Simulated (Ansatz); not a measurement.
## Run report: Si32H38, geometry relaxation (part 1 of 2)

The run: geometry relaxation of Si32H38 (Si32H38 off sphere). Method and program: RKS PBE-D4/def2-SVP (Ansatz 0.2.0).

The geometry: GFN2-xTB start.

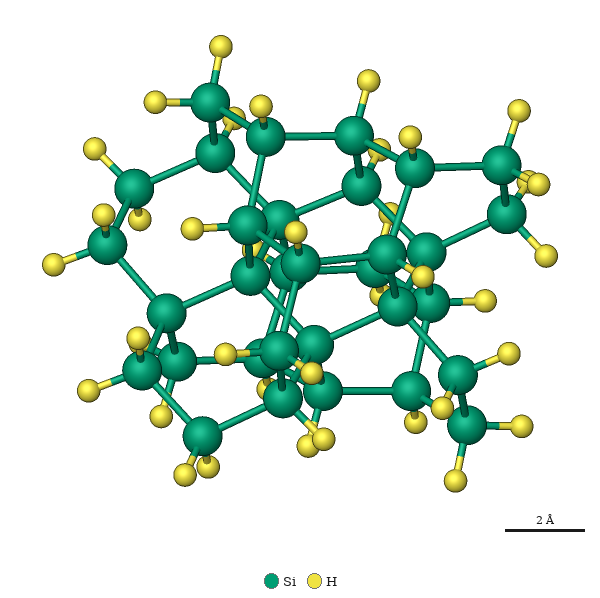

Figure 1. The starting structure (ball-and-stick view, seen on its broad side). Bond lengths as drawn: H–Si 1.47 to 1.48 Å and Si–Si 2.31 to 2.42 Å.

Key numbers:

```json
{"quantity": "outcome", "value": "converged"}
{"quantity": "total energy", "value": "−252511.3179 eV"}
{"quantity": "mean-field energy", "value": "−252505.2714 eV"}
{"quantity": "dispersion energy", "value": "−6.0465 eV"}
{"quantity": "HOMO", "value": "−5.79 eV"}
{"quantity": "LUMO", "value": "−2.40 eV"}
{"quantity": "largest force (length of the vector) at the end", "value": "0.010 eV/Å"}
{"quantity": "dipole moment", "value": "0.08 D"}
{"quantity": "hardware", "value": "11 CPU threads, shared host"}
{"quantity": "wall time", "value": "14 s (CPU time 60 s)"}
{"quantity": "peak memory", "value": "1.4 GiB"}
```

The input:
```yaml
crystal:
  periodic: [false, false, false]
  atoms:
    - {symbol: Si, position_ang: [-1.368480, -4.948240, -0.448410]}
    - {symbol: Si, position_ang: [-3.266950, -3.832420, 0.245450]}
    - {symbol: Si, position_ang: [-3.285390, -1.571180, -2.819890]}
    - {symbol: Si, position_ang: [-3.353490, -1.610000, -0.474460]}
    - {symbol: Si, position_ang: [-5.238680, -0.427960, 0.245570]}
    - {symbol: Si, position_ang: [-5.252870, 1.773990, -0.452980]}
    - {symbol: Si, position_ang: [0.498270, -3.806850, 0.321990]}
    - {symbol: Si, position_ang: [0.596260, -3.819990, 2.652580]}
    - {symbol: Si, position_ang: [0.582730, -1.483840, -2.874960]}
    - {symbol: Si, position_ang: [-1.400510, -0.475950, -3.613110]}
    - {symbol: Si, position_ang: [0.584490, -1.588960, -0.501140]}
    - {symbol: Si, position_ang: [-1.392600, -0.465640, 0.309160]}
    - {symbol: Si, position_ang: [0.574270, -1.630520, 3.445660]}
    - {symbol: Si, position_ang: [-1.282650, -0.412530, 2.682250]}
    - {symbol: Si, position_ang: [-1.298560, 1.755320, -2.888450]}
    - {symbol: Si, position_ang: [-1.386560, 1.810160, -0.517550]}
    - {symbol: Si, position_ang: [-3.345750, 2.847320, 0.331220]}
    - {symbol: Si, position_ang: [-1.408020, 1.801580, 3.459230]}
    - {symbol: Si, position_ang: [-3.300570, 2.909120, 2.667000]}
    - {symbol: Si, position_ang: [4.474290, -1.590530, -2.841180]}
    - {symbol: Si, position_ang: [2.574160, -0.491670, -3.633150]}
    - {symbol: Si, position_ang: [4.419020, -1.555880, -0.521500]}
    - {symbol: Si, position_ang: [2.542090, -0.454840, 0.341190]}
    - {symbol: Si, position_ang: [2.447180, -0.409220, 2.720790]}
    - {symbol: Si, position_ang: [2.462210, 1.752080, -2.916630]}
    - {symbol: Si, position_ang: [0.574980, 2.877380, -3.705020]}
    - {symbol: Si, position_ang: [2.550490, 1.803120, -0.538350]}
    - {symbol: Si, position_ang: [0.587620, 2.783920, 0.369250]}
    - {symbol: Si, position_ang: [2.580370, 1.817320, 3.471050]}
    - {symbol: Si, position_ang: [0.582730, 2.809410, 2.727940]}
    - {symbol: Si, position_ang: [4.443020, 2.882070, 0.349400]}
    - {symbol: Si, position_ang: [4.493510, 2.904090, 2.674270]}
    - {symbol: H, position_ang: [-1.371220, -6.378090, -0.104630]}
    - {symbol: H, position_ang: [-1.347770, -4.939970, -1.921040]}
    - {symbol: H, position_ang: [-4.502870, -4.558300, -0.081990]}
    - {symbol: H, position_ang: [-3.260820, -3.788740, 1.719890]}
    - {symbol: H, position_ang: [-3.336170, -2.943580, -3.346420]}
    - {symbol: H, position_ang: [-4.509290, -0.952730, -3.350750]}
    - {symbol: H, position_ang: [-6.483920, -1.135940, -0.087340]}
    - {symbol: H, position_ang: [-5.204610, -0.446420, 1.719110]}
    - {symbol: H, position_ang: [-5.232420, 1.778670, -1.925550]}
    - {symbol: H, position_ang: [-6.497970, 2.482840, -0.123600]}
    - {symbol: H, position_ang: [1.738670, -4.441090, -0.181680]}
    - {symbol: H, position_ang: [-0.560700, -4.565230, 3.180310]}
    - {symbol: H, position_ang: [1.747930, -4.568910, 3.172890]}
    - {symbol: H, position_ang: [0.584670, -2.890960, -3.332630]}
    - {symbol: H, position_ang: [-1.379950, -0.471900, -5.091740]}
    - {symbol: H, position_ang: [0.567510, -1.618240, 4.925200]}
    - {symbol: H, position_ang: [-2.504070, -1.117640, 3.131430]}
    - {symbol: H, position_ang: [-2.516720, 2.445170, -3.364370]}
    - {symbol: H, position_ang: [-3.312430, 4.245590, -0.153100]}
    - {symbol: H, position_ang: [-1.403540, 1.788550, 4.937780]}
    - {symbol: H, position_ang: [-4.529000, 2.278170, 3.180740]}
    - {symbol: H, position_ang: [-3.386730, 4.277710, 3.194940]}
    - {symbol: H, position_ang: [4.540590, -2.964340, -3.364640]}
    - {symbol: H, position_ang: [5.702380, -0.977160, -3.370490]}
    - {symbol: H, position_ang: [2.574170, -0.496800, -5.112940]}
    - {symbol: H, position_ang: [4.468660, -2.922720, 0.017360]}
    - {symbol: H, position_ang: [5.639230, -0.934760, 0.015260]}
    - {symbol: H, position_ang: [3.663250, -1.105680, 3.193850]}
    - {symbol: H, position_ang: [3.677730, 2.438360, -3.405010]}
    - {symbol: H, position_ang: [0.577250, 2.987240, -5.173150]}
    - {symbol: H, position_ang: [0.586410, 4.283530, -3.272560]}
    - {symbol: H, position_ang: [0.598960, 4.194940, -0.075470]}
    - {symbol: H, position_ang: [2.581540, 1.819110, 4.949640]}
    - {symbol: H, position_ang: [0.582680, 4.215130, 3.182890]}
    - {symbol: H, position_ang: [5.652970, 2.227140, -0.173240]}
    - {symbol: H, position_ang: [4.558470, 4.253290, -0.168620]}
    - {symbol: H, position_ang: [5.720780, 2.277700, 3.191510]}
    - {symbol: H, position_ang: [4.589710, 4.275420, 3.200950]}
basis:
  gaussian: {orbitals: def2-SVP, fitting: {mean_field: def2-universal-jkfit}}
hamiltonian: {xc: pbe, dispersion: d4}
scf: {lower_state_search: "off"}
output: {orbitals: {seedname: orbitals}}
relax: {f_tol: 0.03, max_steps: 70}
```

Command:
```bash
ansatz run in.yaml --threads 11 --pin off --events-out ev --progress --plain --max-ram 110592MiB --backend cuda --devices 0, --max-vram 75GiB
```

What the program printed:
```
Functional definition: PBE
  name "PBE"
  cite "Perdew, Burke & Ernzerhof, Phys. Rev. Lett. 77, 3865 (1996) doi:10.1103/PhysRevLett.77.3865"
  parent pbe
  parameter kappa = 0.804
  parameter beta = 0.06672455060314922
  exchange = pbe_x(kappa = kappa, mu = beta*pi^2/3)
  correlation = pbe_c(beta = beta)
these checks for a lower state are left out or cut short: stability, starts, cluster_reference, orbital_swaps, neighbouring_geometries, increment
4780 factors; integrals over basis functions are off by at most 3.0e-1 eV
mean field evaluation 1: about -252496.2678 eV, gradient 4.2e1 eV
mean field evaluation 2: about -252496.7074 eV, gradient 4.7e1 eV
mean field evaluation 4: about -252504.1858 eV, gradient 5.0e0 eV
mean field evaluation 8: about -252504.2621 eV, gradient 9.2e-1 eV
mean field evaluation 16: about -252504.2655 eV, gradient 5.3e-4 eV
mean field -252504.26546264 eV, -9279.3606022135 hartree, gradient 4.8e-6 eV, S^2 0.000000; 0 other end points of the search recorded, 0 dependent functions left out
the calculation of the forces begins
reference -252504.26556919 eV, -9279.3606061294 hartree; 243, 243 occupied and 523, 523 virtual orbitals, 4780 factors
relax step   1: F+E_penalty+E_count = -252510.19997397 eV  Δ(F+E_penalty+E_count) = +0.000e0 eV  max|allowed force component| = 7.324e-1 eV/Å  Δτ_max = 0.0000 Å  (20 SCF iters, accepted)
these checks for a lower state are left out or cut short: stability, starts, cluster_reference, orbital_swaps, neighbouring_geometries, increment
4780 factors; integrals over basis functions are off by at most 3.2e-1 eV
mean field -252505.12408049 eV, -9279.3921558377 hartree, gradient 1.2e-6 eV, S^2 0.000000; 0 other end points of the search recorded, 0 dependent functions left out
the calculation of the forces begins
reference -252505.12418534 eV, -9279.3921596909 hartree; 243, 243 occupied and 523, 523 virtual orbitals, 4780 factors
relax step   2: F+E_penalty+E_count = -252511.14304882 eV  Δ(F+E_penalty+E_count) = -9.431e-1 eV  max|allowed force component| = 5.498e-1 eV/Å  Δτ_max = 0.1935 Å  (26 SCF iters, accepted)
these checks for a lower state are left out or cut short: stability, starts, cluster_reference, orbital_swaps, neighbouring_geometries, increment
4780 factors; integrals over basis functions are off by at most 3.2e-1 eV
mean field evaluation 32: about -252505.3009 eV, gradient 1.8e-1 eV
mean field -252505.27129878 eV, -9279.3975660100 hartree, gradient 2.4e-6 eV, S^2 0.000000; 0 other end points of the search recorded, 0 dependent functions left out
the calculation of the forces begins
reference -252505.27140402 eV, -9279.3975698775 hartree; 243, 243 occupied and 523, 523 virtual orbitals, 4780 factors
relax step   3: F+E_penalty+E_count = -252511.31133384 eV  Δ(F+E_penalty+E_count) = -1.683e-1 eV  max|allowed force component| = 7.824e-2 eV/Å  Δτ_max = 0.0922 Å  (20 SCF iters, accepted)
these checks for a lower state are left out or cut short: stability, starts, cluster_reference, orbital_swaps, neighbouring_geometries, increment
4780 factors; integrals over basis functions are off by at most 3.2e-1 eV
mean field -252505.27132008 eV, -9279.3975667928 hartree, gradient 1.4e-6 eV, S^2 0.000000; 0 other end points of the search recorded, 0 dependent functions left out
the calculation of the forces begins
reference -252505.27142521 eV, -9279.3975706561 hartree; 243, 243 occupied and 523, 523 virtual orbitals, 4780 factors
relax step   4: F+E_penalty+E_count = -252511.31780284 eV  Δ(F+E_penalty+E_count) = -6.469e-3 eV  max|allowed force component| = 8.413e-3 eV/Å  Δτ_max = 0.0352 Å  (21 SCF iters, accepted)
```

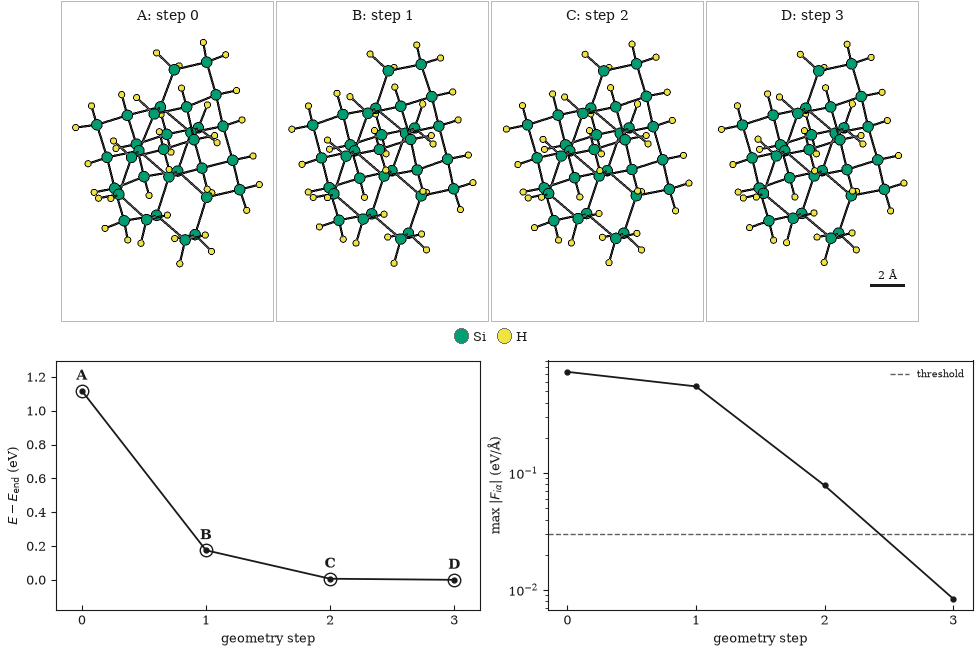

Figure 2. Frames of the relaxation (ball-and-stick view, seen at an oblique angle) above the curves, on which the letters mark them (the first geometry is step 0 here and step 1 in the log).

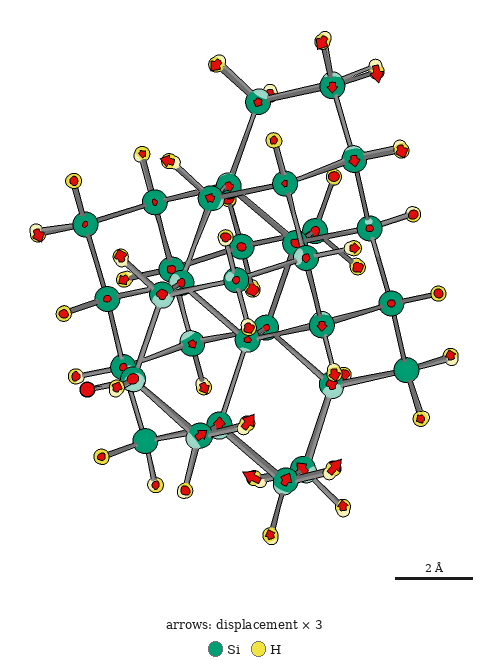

Figure 3. Start (faint) and end (solid) with the displacements as red arrows, magnified 3 times (ball-and-stick view, seen at an oblique angle). The two geometries are laid on each other by the best rigid fit. The largest move after the best rigid fit is that of H34, 0.18 Å. By element the largest moves are H 0.18 Å, Si 0.13 Å. Among the contacts that change: Si12–Si16 2.421 → 2.349 Å, Si11–Si12 2.414 → 2.346 Å, Si4–Si12 2.402 → 2.349 Å, Si20–Si22 2.321 → 2.368 Å. Among the angles that change: Si18–Si30–Si29 116.2° → 110.1°, H69–Si32–H70 102.5° → 108.1°, Si13–Si24–Si29 116.0° → 110.6°. After 3 geometry steps the energy has fallen by 1.118 eV. The largest force component goes from 0.73 to 0.0084 eV/Å. (Atoms are counted from 1 in the order of the input.)

```
Total energy: -252511.31790796 eV, -9279.6197747990 hartree
Atom 0 at    -1.314657    -4.859597    -0.524300 Å, force     0.003574     0.000239    -0.004773 eV/Å
Atom 1 at    -3.211305    -3.760030     0.330007 Å, force     0.001189     0.003343     0.004785 eV/Å
Atom 2 at    -3.275964    -1.572396    -2.840172 Å, force    -0.003668    -0.003342     0.001363 eV/Å
Atom 3 at    -3.252296    -1.552425    -0.475755 Å, force     0.003483     0.005729     0.004357 eV/Å
Atom 4 at    -5.151111    -0.424885     0.327738 Å, force     0.001342    -0.002548     0.003599 eV/Å
Atom 5 at    -5.154605     1.769768    -0.520122 Å, force     0.001356     0.002718    -0.004618 eV/Å
Atom 6 at     0.598344    -3.755888     0.284059 Å, force     0.001472     0.001113    -0.004249 eV/Å
Atom 7 at     0.585770    -3.792071     2.650717 Å, force    -0.004859    -0.003499     0.000481 eV/Å
Atom 8 at     0.562326    -1.558241    -2.860758 Å, force    -0.002832     0.000984     0.001821 eV/Å
Atom 9 at    -1.365033    -0.470596    -3.658796 Å, force    -0.002771    -0.001838     0.000215 eV/Å
Atom 10 at     0.567800    -1.540492    -0.498005 Å, force     0.004500    -0.003840     0.003680 eV/Å
Atom 11 at    -1.339375    -0.443588     0.317057 Å, force     0.001976    -0.002835    -0.004342 eV/Å
Atom 12 at     0.551583    -1.588983     3.477642 Å, force    -0.006193    -0.001656    -0.002001 eV/Å
Atom 13 at    -1.355374    -0.465619     2.679989 Å, force    -0.002459    -0.001226    -0.000193 eV/Å
Atom 14 at    -1.349722     1.745313    -2.866542 Å, force    -0.005290    -0.002533     0.005044 eV/Å
Atom 15 at    -1.335365     1.757673    -0.502417 Å, force     0.004096     0.003260     0.008388 eV/Å
Atom 16 at    -3.244541     2.873226     0.296105 Å, force     0.001260    -0.000360    -0.004726 eV/Å
Atom 17 at    -1.366798     1.746005     3.480920 Å, force    -0.003641    -0.004245    -0.004010 eV/Å
Atom 18 at    -3.272094     2.861207     2.664277 Å, force    -0.005341    -0.002418    -0.000516 eV/Å
Atom 19 at     4.402605    -1.572294    -2.819170 Å, force    -0.002942    -0.001455    -0.001857 eV/Å
Atom 20 at     2.493694    -0.475249    -3.654255 Å, force    -0.001667     0.000164     0.000039 eV/Å
Atom 21 at     4.377258    -1.545759    -0.451237 Å, force    -0.002714     0.002188     0.000639 eV/Å
Atom 22 at     2.462171    -0.433495     0.330130 Å, force    -0.000960     0.004587    -0.002592 eV/Å
Atom 23 at     2.458940    -0.454533     2.694458 Å, force    -0.002067    -0.003063    -0.003400 eV/Å
Atom 24 at     2.475537     1.743679    -2.871573 Å, force    -0.000288    -0.002005     0.003233 eV/Å
Atom 25 at     0.562331     2.858699    -3.671232 Å, force    -0.001155     0.002396    -0.001572 eV/Å
Atom 26 at     2.477548     1.759325    -0.506781 Å, force     0.006065     0.004108     0.003262 eV/Å
Atom 27 at     0.572263     2.855700     0.319528 Å, force     0.005005     0.001041    -0.003320 eV/Å
Atom 28 at     2.492869     1.757668     3.490376 Å, force    -0.003839    -0.003412    -0.000494 eV/Å
Atom 29 at     0.562748     2.838455     2.687487 Å, force    -0.003178    -0.000070    -0.003888 eV/Å
Atom 30 at     4.405713     2.833488     0.296083 Å, force     0.000802    -0.000743     0.001000 eV/Å
Atom 31 at     4.415409     2.840409     2.665755 Å, force    -0.000494    -0.001687     0.000865 eV/Å
Atom 32 at    -1.299756    -6.310272    -0.107202 Å, force     0.000419     0.002086    -0.003907 eV/Å
Atom 33 at    -1.349125    -4.800998    -2.031526 Å, force    -0.003133     0.005466     0.000598 eV/Å
Atom 34 at    -4.476868    -4.473196    -0.079362 Å, force     0.002399     0.001488     0.002974 eV/Å
Atom 35 at    -3.148624    -3.741128     1.837419 Å, force     0.008413     0.001047     0.001159 eV/Å
Atom 36 at    -3.299488    -2.998817    -3.333526 Å, force    -0.001957     0.001003     0.000665 eV/Å
Atom 37 at    -4.524141    -0.887390    -3.341714 Å, force     0.000516     0.000199     0.001599 eV/Å
Atom 38 at    -6.398754    -1.165728    -0.087344 Å, force     0.002278     0.000649     0.002573 eV/Å
Atom 39 at    -5.106366    -0.386337     1.835334 Å, force     0.004329     0.008274     0.001866 eV/Å
Atom 40 at    -5.112027     1.714074    -2.027341 Å, force     0.001110    -0.005761     0.000705 eV/Å
Atom 41 at    -6.406398     2.506003    -0.108479 Å, force     0.002511     0.000261    -0.003001 eV/Å
Atom 42 at     1.850027    -4.429199    -0.229047 Å, force     0.003907     0.002655     0.001666 eV/Å
Atom 43 at    -0.625990    -4.546254     3.142382 Å, force     0.001838    -0.000382    -0.001432 eV/Å
Atom 44 at     1.816048    -4.507742     3.151765 Å, force    -0.001349     0.000339     0.000164 eV/Å
Atom 45 at     0.561611    -2.995022    -3.330704 Å, force     0.000228    -0.003646     0.000855 eV/Å
Atom 46 at    -1.351802    -0.465877    -5.170241 Å, force     0.000843    -0.000122     0.001099 eV/Å
Atom 47 at     0.540662    -1.577923     4.988787 Å, force     0.003618    -0.001241     0.000199 eV/Å
Atom 48 at    -2.598436    -1.181410     3.155788 Å, force    -0.006411    -0.003043    -0.005733 eV/Å
Atom 49 at    -2.597534     2.450738    -3.346377 Å, force    -0.001608     0.001361     0.000088 eV/Å
Atom 50 at    -3.208948     4.300628    -0.198690 Å, force     0.003505    -0.000942     0.000726 eV/Å
Atom 51 at    -1.353893     1.732912     4.991897 Å, force     0.002714     0.004184     0.000061 eV/Å
Atom 52 at    -4.521341     2.172076     3.157280 Å, force     0.000095    -0.000394    -0.002159 eV/Å
Atom 53 at    -3.292838     4.282043     3.172049 Å, force    -0.000765    -0.001900     0.001017 eV/Å
Atom 54 at     4.422779    -2.998071    -3.312448 Å, force     0.002016    -0.000649     0.000293 eV/Å
Atom 55 at     5.646043    -0.882859    -3.324459 Å, force    -0.000740    -0.000204    -0.000452 eV/Å
Atom 56 at     2.489782    -0.480599    -5.165430 Å, force     0.000673     0.001725    -0.000638 eV/Å
Atom 57 at     4.382827    -2.957465     0.080843 Å, force    -0.003535    -0.000177     0.001141 eV/Å
Atom 58 at     5.608606    -0.848344     0.072049 Å, force    -0.000030     0.003036     0.000218 eV/Å
Atom 59 at     3.700507    -1.180546     3.161252 Å, force     0.000545    -0.001455     0.000983 eV/Å
Atom 60 at     3.722789     2.448459    -3.354587 Å, force     0.000530     0.000569    -0.001046 eV/Å
Atom 61 at     0.558331     2.858843    -5.180361 Å, force     0.002317    -0.003078     0.000847 eV/Å
Atom 62 at     0.564390     4.290594    -3.194743 Å, force    -0.002023    -0.001441    -0.002372 eV/Å
Atom 63 at     0.565924     4.289269    -0.159144 Å, force    -0.002467     0.002291    -0.002053 eV/Å
Atom 64 at     2.479628     1.755865     5.001118 Å, force     0.000194     0.002731     0.000972 eV/Å
Atom 65 at     0.553366     4.272160     3.165902 Å, force    -0.000231    -0.000649     0.003284 eV/Å
Atom 66 at     5.629483     2.118896    -0.222019 Å, force     0.000261    -0.001598     0.000157 eV/Å
Atom 67 at     4.441632     4.251031    -0.219382 Å, force     0.000108     0.000130    -0.001190 eV/Å
```
